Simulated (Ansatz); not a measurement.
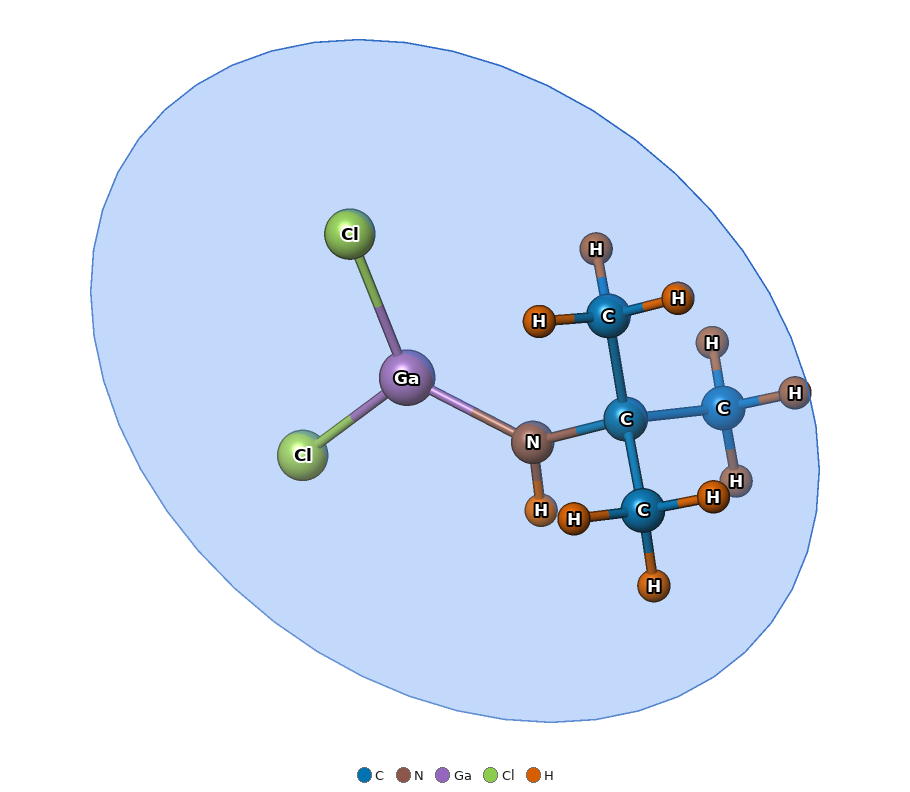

All proper rotation axes (lines) and mirror planes (discs) of the structure are drawn in. Atoms fade into the background with distance from the viewer. The geometry was computed by an optimisation with PBE0-D4/def2-TZVP. No frequency run is at hand to confirm it as a minimum.

Name the symmetry elements and the point group.

Answer. It has 1 mirror plane. Point group Cs. The group has 2 operations. The geometry is achiral, and symmetry allows a dipole moment.
